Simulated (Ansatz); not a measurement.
Run report: Si₃N₃H₁₂O, geometry relaxation (part 1 of 4)

System: Si₃N₃H₁₂O, multiplicity 2.
Method: UKS PBE0-D4/def2-TZVP (Ansatz 0.2.0).

The geometry is a transition state displaced along its imaginary mode. The reaction was set up to form Si1–N8 and N2–H7 and to break Si1–N2 and H7–N8 (atoms counted from 1 in the order of the input); sticks are drawn by distance alone. Figures and captions count atoms from 1; the log counts them from 0 in places.

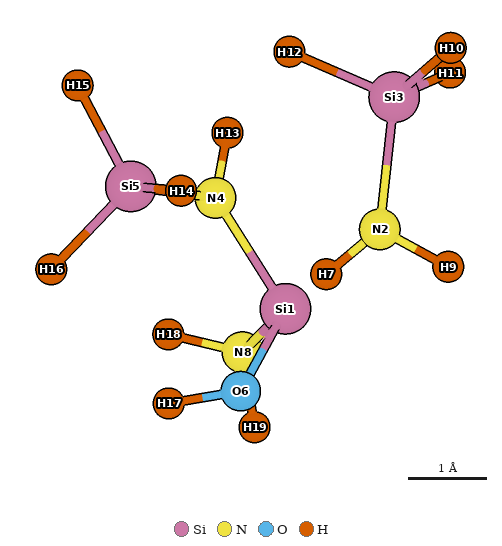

Fig. 1: The starting structure (ball-and-stick view, seen at a tilt; atoms are numbered from 1 in the order of the input). Bond lengths as drawn: H–N 0.99 to 1.02 Å, H–O 0.95 Å, H–Si 1.48 to 1.49 Å, N–Si 1.73 to 1.81 Å and O–Si 1.67 Å.

Results in brief

| quantity | value |
| --- | --- |
| outcome | converged |
| total energy | −30334.8879 eV |
| mean-field energy | −30334.4508 eV |
| dispersion energy | −0.4370 eV |
| ⟨S²⟩ | 0.752 |
| SCF solution under orbital rotations | stable |
| largest force (length of the vector) at the end | 0.003 eV/Å |
| dipole moment | 3.04 D |
| hardware | 4 CPU threads, shared host |
| wall time | 3.1 min (CPU time 4.4 min) |
| peak memory | 1.1 GiB |

The input
```yaml
crystal:
  periodic: [false, false, false]
  atoms:
    - {symbol: Si, position_ang: [0.741975, -0.213771, 0.872066]}
    - {symbol: N, position_ang: [1.338220, -0.603376, -1.240680]}
    - {symbol: Si, position_ang: [0.761943, 0.226330, -2.658418]}
    - {symbol: N, position_ang: [-0.680730, 0.661694, 0.390850]}
    - {symbol: Si, position_ang: [-1.679534, 1.554341, 1.480749]}
    - {symbol: O, position_ang: [0.725551, -0.029547, 2.528674]}
    - {symbol: H, position_ang: [0.943423, -1.410723, -0.816233]}
    - {symbol: N, position_ang: [0.410228, -1.958595, 0.499159]}
    - {symbol: H, position_ang: [2.351450, -0.616764, -1.180185]}
    - {symbol: H, position_ang: [1.198395, 1.652924, -2.703594]}
    - {symbol: H, position_ang: [1.225948, -0.434391, -3.901481]}
    - {symbol: H, position_ang: [-0.721440, 0.201114, -2.613164]}
    - {symbol: H, position_ang: [-0.925823, 0.746255, -0.584591]}
    - {symbol: H, position_ang: [-1.009569, 2.737483, 2.080624]}
    - {symbol: H, position_ang: [-2.870612, 2.013942, 0.716081]}
    - {symbol: H, position_ang: [-2.151056, 0.691382, 2.602855]}
    - {symbol: H, position_ang: [-0.051166, -0.352644, 2.967750]}
    - {symbol: H, position_ang: [-0.567174, -2.221603, 0.557950]}
    - {symbol: H, position_ang: [0.960069, -2.644052, 1.001787]}
basis:
  gaussian: {orbitals: def2-TZVP}
magnetization: {spin_polarized: true, initial_magnetization: 1}
hamiltonian: {xc: pbe0, dispersion: d4}
relax: {f_tol: 0.005, max_steps: 200}
```

Launch command:
```bash
ansatz run in.yaml --threads 4 --pin off --events-out ev --progress --plain --max-ram 66560MiB --backend cuda --devices 0, --max-vram 37GiB
```

Log
```
Functional definition: PBE0
  name "PBE0"
  cite "Adamo & Barone, J. Chem. Phys. 110, 6158 (1999) doi:10.1063/1.478522"
  cite "Perdew, Burke & Ernzerhof, Phys. Rev. Lett. 77, 3865 (1996) doi:10.1103/PhysRevLett.77.3865"
  parent pbe
  parameter a = 0.25
  parameter kappa = 0.804
  parameter beta = 0.06672455060314922
  exchange = (1 - a)*pbe_x(kappa = kappa, mu = beta*pi^2/3) + a*exact_x
  correlation = pbe_c(beta = beta)
1948 factors; their error is unknown
mean field evaluation 1: about -30314.1171 eV, gradient 7.3e1 eV
mean field evaluation 2: about -30286.9238 eV, gradient 1.0e2 eV
mean field evaluation 4: about -30333.1832 eV, gradient 5.1e0 eV
mean field evaluation 8: about -30333.2891 eV, gradient 9.3e-2 eV
mean field evaluation 16: about -30333.3958 eV, gradient 5.6e-4 eV
mean field -30333.39581707 eV, -1114.7317355631 hartree, gradient 4.6e-5 eV, S^2 0.751931; 0 other end points of the search recorded, 0 dependent functions left out
the calculation of the forces begins
reference -30333.39586206 eV, -1114.7317372164 hartree; 42, 41 occupied and 265, 266 virtual orbitals, 1948 factors
relax step   1: F+E_penalty+E_count = -30333.88323428 eV  Δ(F+E_penalty+E_count) = +0.000e0 eV  max|allowed force component| = 3.234e0 eV/Å  Δτ_max = 0.0000 Å  (32 SCF iters, accepted)
these checks for a lower state are left out or cut short: starts, cluster_reference, orbital_swaps, neighbouring_geometries, increment
1948 factors; their error is unknown
mean field -30333.76285573 eV, -1114.7452239853 hartree, gradient 1.0e-5 eV, S^2 0.751932; 0 other end points of the search recorded, 0 dependent functions left out
[... from here on the field's lines of each further geometry are left out, up to the last ...]
relax step   2: F+E_penalty+E_count = -30334.24708014 eV  Δ(F+E_penalty+E_count) = -3.638e-1 eV  max|allowed force component| = 7.991e-1 eV/Å  Δτ_max = 0.1234 Å  (36 SCF iters, accepted)
relax step   3: F+E_penalty+E_count = -30334.40429607 eV  Δ(F+E_penalty+E_count) = -1.572e-1 eV  max|allowed force component| = 7.167e-1 eV/Å  Δτ_max = 0.2000 Å  (34 SCF iters, accepted)
relax step   4: F+E_penalty+E_count = -30334.55133841 eV  Δ(F+E_penalty+E_count) = -1.470e-1 eV  max|allowed force component| = 9.263e-1 eV/Å  Δτ_max = 0.1937 Å  (35 SCF iters, accepted)
relax step   5: F+E_penalty+E_count = -30334.64461095 eV  Δ(F+E_penalty+E_count) = -9.327e-2 eV  max|allowed force component| = 5.659e-1 eV/Å  Δτ_max = 0.1998 Å  (35 SCF iters, accepted)
relax step   6: F+E_penalty+E_count = -30334.66963739 eV  Δ(F+E_penalty+E_count) = -2.503e-2 eV  max|allowed force component| = 2.880e-1 eV/Å  Δτ_max = 0.2000 Å  (34 SCF iters, accepted)
relax step   7: F+E_penalty+E_count = -30334.68429080 eV  Δ(F+E_penalty+E_count) = -1.465e-2 eV  max|allowed force component| = 3.762e-1 eV/Å  Δτ_max = 0.1383 Å  (34 SCF iters, accepted)
relax step   8: F+E_penalty+E_count = -30334.69830971 eV  Δ(F+E_penalty+E_count) = -1.402e-2 eV  max|allowed force component| = 1.867e-1 eV/Å  Δτ_max = 0.1014 Å  (35 SCF iters, accepted)
relax step   9: F+E_penalty+E_count = -30334.70903487 eV  Δ(F+E_penalty+E_count) = -1.073e-2 eV  max|allowed force component| = 1.921e-1 eV/Å  Δτ_max = 0.0811 Å  (34 SCF iters, accepted)
relax step  10: F+E_penalty+E_count = -30334.72352152 eV  Δ(F+E_penalty+E_count) = -1.449e-2 eV  max|allowed force component| = 2.783e-1 eV/Å  Δτ_max = 0.1951 Å  (34 SCF iters, accepted)
relax step  11: F+E_penalty+E_count = -30334.73552985 eV  Δ(F+E_penalty+E_count) = -1.201e-2 eV  max|allowed force component| = 3.963e-1 eV/Å  Δτ_max = 0.1610 Å  (34 SCF iters, accepted)
relax step  12: F+E_penalty+E_count = -30334.74983760 eV  Δ(F+E_penalty+E_count) = -1.431e-2 eV  max|allowed force component| = 4.976e-1 eV/Å  Δτ_max = 0.1756 Å  (34 SCF iters, accepted)
relax step  13: F+E_penalty+E_count = -30334.76737473 eV  Δ(F+E_penalty+E_count) = -1.754e-2 eV  max|allowed force component| = 3.472e-1 eV/Å  Δτ_max = 0.1169 Å  (33 SCF iters, accepted)
relax step  14: F+E_penalty+E_count = -30334.78226088 eV  Δ(F+E_penalty+E_count) = -1.489e-2 eV  max|allowed force component| = 2.181e-1 eV/Å  Δτ_max = 0.1231 Å  (34 SCF iters, accepted)
relax step  15: F+E_penalty+E_count = -30334.79020157 eV  Δ(F+E_penalty+E_count) = -7.941e-3 eV  max|allowed force component| = 1.579e-1 eV/Å  Δτ_max = 0.1051 Å  (34 SCF iters, accepted)
relax step  16: F+E_penalty+E_count = -30334.79495993 eV  Δ(F+E_penalty+E_count) = -4.758e-3 eV  max|allowed force component| = 1.586e-1 eV/Å  Δτ_max = 0.1148 Å  (34 SCF iters, accepted)
relax step  17: F+E_penalty+E_count = -30334.79812223 eV  Δ(F+E_penalty+E_count) = -3.162e-3 eV  max|allowed force component| = 1.113e-1 eV/Å  Δτ_max = 0.0880 Å  (33 SCF iters, accepted)
relax step  18: F+E_penalty+E_count = -30334.80138439 eV  Δ(F+E_penalty+E_count) = -3.262e-3 eV  max|allowed force component| = 8.967e-2 eV/Å  Δτ_max = 0.1585 Å  (34 SCF iters, accepted)
relax step  19: F+E_penalty+E_count = -30334.80329085 eV  Δ(F+E_penalty+E_count) = -1.906e-3 eV  max|allowed force component| = 9.900e-2 eV/Å  Δτ_max = 0.0883 Å  (34 SCF iters, accepted)
relax step  20: F+E_penalty+E_count = -30334.80528821 eV  Δ(F+E_penalty+E_count) = -1.997e-3 eV  max|allowed force component| = 9.382e-2 eV/Å  Δτ_max = 0.0939 Å  (34 SCF iters, accepted)
relax step  21: F+E_penalty+E_count = -30334.80730643 eV  Δ(F+E_penalty+E_count) = -2.018e-3 eV  max|allowed force component| = 8.181e-2 eV/Å  Δτ_max = 0.0697 Å  (34 SCF iters, accepted)
relax step  22: F+E_penalty+E_count = -30334.80921431 eV  Δ(F+E_penalty+E_count) = -1.908e-3 eV  max|allowed force component| = 5.852e-2 eV/Å  Δτ_max = 0.0849 Å  (33 SCF iters, accepted)
relax step  23: F+E_penalty+E_count = -30334.81060805 eV  Δ(F+E_penalty+E_count) = -1.394e-3 eV  max|allowed force component| = 5.897e-2 eV/Å  Δτ_max = 0.0834 Å  (33 SCF iters, accepted)
relax step  24: F+E_penalty+E_count = -30334.81185085 eV  Δ(F+E_penalty+E_count) = -1.243e-3 eV  max|allowed force component| = 7.210e-2 eV/Å  Δτ_max = 0.0735 Å  (32 SCF iters, accepted)
relax step  25: F+E_penalty+E_count = -30334.81337579 eV  Δ(F+E_penalty+E_count) = -1.525e-3 eV  max|allowed force component| = 1.207e-1 eV/Å  Δτ_max = 0.0659 Å  (33 SCF iters, accepted)
relax step  26: F+E_penalty+E_count = -30334.81459114 eV  Δ(F+E_penalty+E_count) = -1.215e-3 eV  max|allowed force component| = 4.058e-1 eV/Å  Δτ_max = 0.0933 Å  (34 SCF iters, accepted)
relax step  27: F+E_penalty+E_count = -30334.81723015 eV  Δ(F+E_penalty+E_count) = -2.639e-3 eV  max|allowed force component| = 3.790e-1 eV/Å  Δτ_max = 0.0423 Å  (34 SCF iters, accepted)
relax step  28: F+E_penalty+E_count = -30334.83691449 eV  Δ(F+E_penalty+E_count) = -1.968e-2 eV  max|allowed force component| = 3.939e-1 eV/Å  Δτ_max = 0.2000 Å  (39 SCF iters, accepted)
relax step  29: F+E_penalty+E_count = -30334.75273179 eV  Δ(F+E_penalty+E_count) = +8.418e-2 eV  max|allowed force component| = 7.458e-1 eV/Å  Δτ_max = 0.2000 Å  (34 SCF iters, rejected (line search))
relax step  30: F+E_penalty+E_count = -30334.84438870 eV  Δ(F+E_penalty+E_count) = -7.474e-3 eV  max|allowed force component| = 7.540e-1 eV/Å  Δτ_max = 0.0977 Å  (34 SCF iters, accepted)
relax step  31: F+E_penalty+E_count = -30334.85239139 eV  Δ(F+E_penalty+E_count) = -8.003e-3 eV  max|allowed force component| = 2.096e-1 eV/Å  Δτ_max = 0.0876 Å  (34 SCF iters, accepted)
relax step  32: F+E_penalty+E_count = -30334.86296847 eV  Δ(F+E_penalty+E_count) = -1.058e-2 eV  max|allowed force component| = 1.327e-1 eV/Å  Δτ_max = 0.0652 Å  (34 SCF iters, accepted)
relax step  33: F+E_penalty+E_count = -30334.87527152 eV  Δ(F+E_penalty+E_count) = -1.230e-2 eV  max|allowed force component| = 2.178e-1 eV/Å  Δτ_max = 0.1738 Å  (36 SCF iters, accepted)
relax step  34: F+E_penalty+E_count = -30334.87677525 eV  Δ(F+E_penalty+E_count) = -1.504e-3 eV  max|allowed force component| = 4.220e-1 eV/Å  Δτ_max = 0.0543 Å  (34 SCF iters, accepted)
relax step  35: F+E_penalty+E_count = -30334.87897482 eV  Δ(F+E_penalty+E_count) = -2.200e-3 eV  max|allowed force component| = 4.929e-1 eV/Å  Δτ_max = 0.0737 Å  (36 SCF iters, accepted)
relax step  36: F+E_penalty+E_count = -30334.88473433 eV  Δ(F+E_penalty+E_count) = -5.760e-3 eV  max|allowed force component| = 8.058e-2 eV/Å  Δτ_max = 0.0528 Å  (34 SCF iters, accepted)
relax step  37: F+E_penalty+E_count = -30334.88683005 eV  Δ(F+E_penalty+E_count) = -2.096e-3 eV  max|allowed force component| = 6.641e-2 eV/Å  Δτ_max = 0.0379 Å  (34 SCF iters, accepted)
relax step  38: F+E_penalty+E_count = -30334.88724150 eV  Δ(F+E_penalty+E_count) = -4.114e-4 eV  max|allowed force component| = 3.624e-2 eV/Å  Δτ_max = 0.0267 Å  (34 SCF iters, accepted)
relax step  39: F+E_penalty+E_count = -30334.88743733 eV  Δ(F+E_penalty+E_count) = -1.958e-4 eV  max|allowed force component| = 3.134e-2 eV/Å  Δτ_max = 0.0260 Å  (35 SCF iters, accepted)
relax step  40: F+E_penalty+E_count = -30334.88755920 eV  Δ(F+E_penalty+E_count) = -1.219e-4 eV  max|allowed force component| = 1.969e-2 eV/Å  Δτ_max = 0.0108 Å  (35 SCF iters, accepted)
relax step  41: F+E_penalty+E_count = -30334.88763915 eV  Δ(F+E_penalty+E_count) = -7.995e-5 eV  max|allowed force component| = 1.241e-2 eV/Å  Δτ_max = 0.0117 Å  (28 SCF iters, accepted)
relax step  42: F+E_penalty+E_count = -30334.88771319 eV  Δ(F+E_penalty+E_count) = -7.404e-5 eV  max|allowed force component| = 9.213e-3 eV/Å  Δτ_max = 0.0235 Å  (35 SCF iters, accepted)
relax step  43: F+E_penalty+E_count = -30334.88774637 eV  Δ(F+E_penalty+E_count) = -3.317e-5 eV  max|allowed force component| = 1.196e-2 eV/Å  Δτ_max = 0.0169 Å  (35 SCF iters, accepted)
relax step  44: F+E_penalty+E_count = -30334.88777164 eV  Δ(F+E_penalty+E_count) = -2.527e-5 eV  max|allowed force component| = 7.275e-3 eV/Å  Δτ_max = 0.0118 Å  (28 SCF iters, accepted)
relax step  45: F+E_penalty+E_count = -30334.88779396 eV  Δ(F+E_penalty+E_count) = -2.232e-5 eV  max|allowed force component| = 4.952e-3 eV/Å  Δτ_max = 0.0115 Å  (29 SCF iters, accepted)
relax step  46: F+E_penalty+E_count = -30334.88780680 eV  Δ(F+E_penalty+E_count) = -1.284e-5 eV  max|allowed force component| = 6.989e-3 eV/Å  Δτ_max = 0.0121 Å  (29 SCF iters, accepted)
relax step  47: F+E_penalty+E_count = -30334.88781817 eV  Δ(F+E_penalty+E_count) = -1.136e-5 eV  max|allowed force component| = 6.780e-3 eV/Å  Δτ_max = 0.0062 Å  (28 SCF iters, accepted)
the calculation of the forces begins
reference -30334.45084238 eV, -1114.7705070281 hartree; 42, 41 occupied and 265, 266 virtual orbitals, 1948 factors
relax step  48: F+E_penalty+E_count = -30334.88782238 eV  Δ(F+E_penalty+E_count) = -4.214e-6 eV  max|allowed force component| = 3.039e-3 eV/Å  Δτ_max = 0.0031 Å  (27 SCF iters, accepted)
1948 factors; their error is unknown
mean field evaluation 352: about -30334.3422 eV, gradient 2.4e-1 eV
```

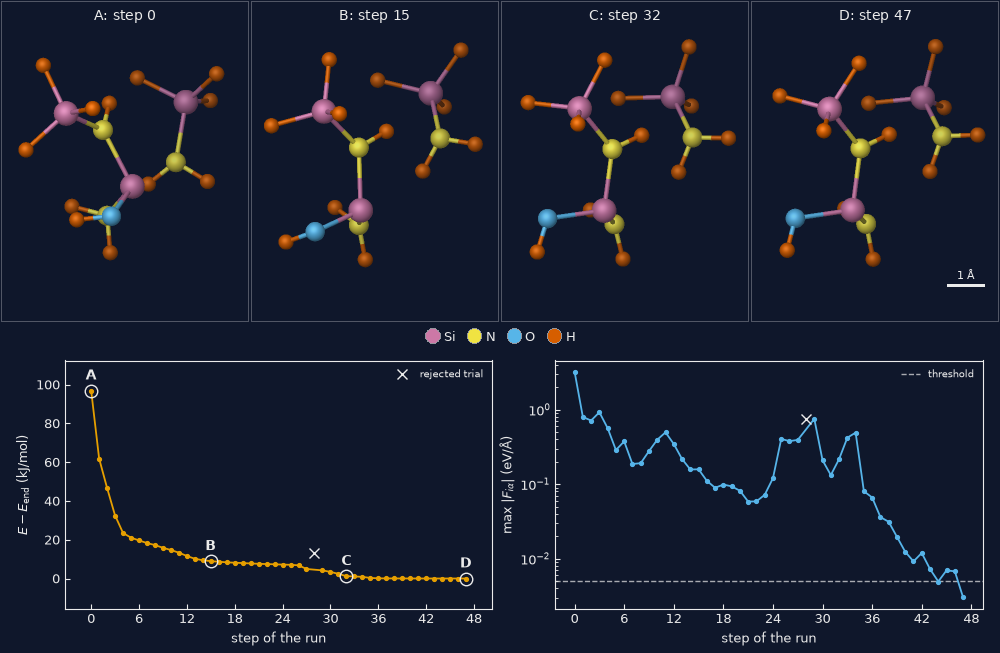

Fig. 2: Frames of the relaxation (ball-and-stick view, seen at a tilt) above the curves, on which the letters mark them (the first geometry is step 0 here and step 1 in the log).

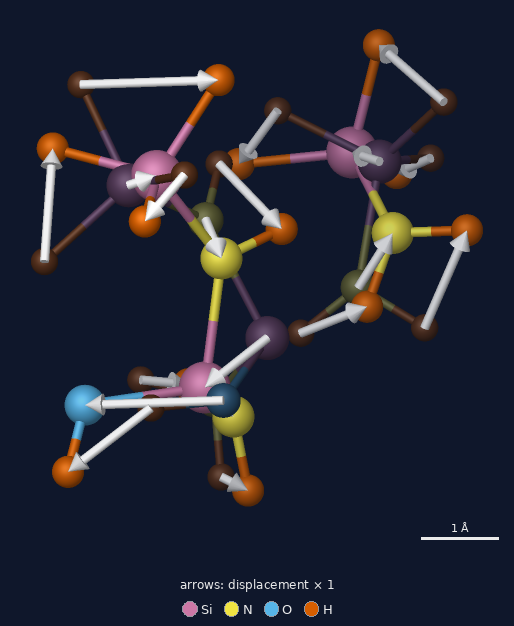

Fig. 3: Start (faint) and end (solid) with the displacements as white arrows, at true length (ball-and-stick view, seen at a tilt). The two geometries are laid on each other by the best rigid fit. The largest move after the best rigid fit is that of H15, 1.90 Å. Largest moves by element: H 1.90 Å, O 1.85 Å, Si 1.11 Å, N 0.87 Å. Among the contacts that change: Si1–N8 1.815 → 1.734 Å, Si1–N4 1.738 → 1.704 Å, N2–H7 0.994 → 1.017 Å, N2–Si3 1.741 → 1.726 Å. Among the angles that change: Si3–N2–H7 127.1° → 116.8°, O6–Si1–N8 108.0° → 117.7°, Si1–N4–H13 120.6° → 114.4°. After 47 geometry steps the energy has fallen by 96.9 kJ/mol. The largest force component goes from 3.2 to 0.003 eV/Å. The line search rejected the trial step at point 28 (counted from 0) and went back. (Atoms are counted from 1 in the order of the input.)

```
mean field -30334.45079495 eV, -1114.7705052850 hartree, gradient 1.2e-5 eV, S^2 0.751871; 1 other end points of the search recorded, 0 dependent functions left out
the calculation of the forces begins
reference -30334.45084238 eV, -1114.7705070281 hartree; 42, 41 occupied and 265, 266 virtual orbitals, 1948 factors
Total energy: -30334.88786981 eV, -1114.7865674901 hartree
Atom 0 at     0.356195    -0.626328     1.836108 Å, force    -0.001095    -0.000209     0.000916 eV/Å
Atom 1 at     1.410105     0.148535    -1.629639 Å, force     0.000175     0.000477    -0.000590 eV/Å
Atom 2 at     0.345531    -0.147522    -2.955654 Å, force     0.000445     0.001696     0.000588 eV/Å
Atom 3 at    -0.216270     0.699205     0.931714 Å, force     0.000723    -0.001342     0.000272 eV/Å
Atom 4 at    -1.362214     1.901002     1.412158 Å, force    -0.000510     0.000524    -0.000129 eV/Å
Atom 5 at    -0.867514    -0.890804     2.921868 Å, force     0.003038    -0.000004    -0.000767 eV/Å
Atom 6 at     1.558680    -0.620222    -0.981402 Å, force     0.000041    -0.001216    -0.000156 eV/Å
Atom 7 at     0.715120    -1.888823     0.703646 Å, force    -0.000989     0.000467    -0.001168 eV/Å
Atom 8 at     2.271727     0.643508    -1.803562 Å, force    -0.000241    -0.000062     0.000712 eV/Å
Atom 9 at     0.038097     1.149922    -3.610476 Å, force    -0.000363    -0.000279    -0.000074 eV/Å
Atom 10 at     0.864412    -1.071527    -4.007373 Å, force    -0.000816    -0.000658     0.000223 eV/Å
Atom 11 at    -0.893783    -0.748357    -2.397201 Å, force     0.000690    -0.000493    -0.000329 eV/Å
Atom 12 at     0.251587     0.830955     0.035839 Å, force    -0.000173     0.000864    -0.000042 eV/Å
Atom 13 at    -1.105656     2.368426     2.799767 Å, force    -0.000276     0.000019    -0.000130 eV/Å
Atom 14 at    -1.223474     3.051113     0.478832 Å, force    -0.000165     0.000178    -0.000040 eV/Å
Atom 15 at    -2.766008     1.413944     1.347280 Å, force     0.000173     0.000285     0.000008 eV/Å
Atom 16 at    -0.628512    -1.314583     3.746947 Å, force    -0.001588     0.000186     0.000483 eV/Å
Atom 17 at    -0.057752    -2.255253     0.159300 Å, force     0.000969    -0.000452     0.000192 eV/Å
Atom 18 at     1.309830    -2.643192     1.012045 Å, force    -0.000038     0.000018     0.000030 eV/Å
Dipole moment:     0.419311    -0.471675     0.039372 e Å
```

Trajectory as extended XYZ (Å, eV, eV/Å), 43 of the 48 frames kept, from step=1 to step=48
```
19
Properties=species:S:1:pos:R:3:forces:R:3 step=1 energy=-30333.88323
Si    0.7420   -0.2138    0.8721   -0.1829  -0.2108   0.2781
N     1.3382   -0.6034   -1.2407    1.8296   3.2337  -2.1303
Si    0.7619    0.2263   -2.6584   -0.0400  -0.0696  -0.0344
N    -0.6807    0.6617    0.3908    0.0414  -0.0173   0.0430
Si   -1.6795    1.5543    1.4807   -0.0106   0.0267   0.0144
O     0.7256   -0.0295    2.5287    0.4757   0.3117  -0.1763
H     0.9434   -1.4107   -0.8162   -0.7777  -2.2778  -0.1511
N     0.4102   -1.9586    0.4992   -0.5749  -0.4545   1.3957
H     2.3514   -0.6168   -1.1802   -0.1096  -0.0888   0.0329
H     1.1984    1.6529   -2.7036    0.0482  -0.1624   0.1385
H     1.2259   -0.4344   -3.9015   -0.0210  -0.0025  -0.1324
H    -0.7214    0.2011   -2.6132   -0.0524  -0.0369  -0.0136
H    -0.9258    0.7463   -0.5846    0.0284  -0.0398   0.0592
H    -1.0096    2.7375    2.0806   -0.0118   0.0054   0.0000
H    -2.8706    2.0139    0.7161    0.0011   0.0031  -0.0020
H    -2.1511    0.6914    2.6029   -0.0080   0.0147  -0.0018
H    -0.0512   -0.3526    2.9678   -0.5729  -0.2806   0.4681
H    -0.5672   -2.2216    0.5579   -0.0002   0.0000   0.1185
H     0.9601   -2.6441    1.0018   -0.0623   0.0457   0.0935
```
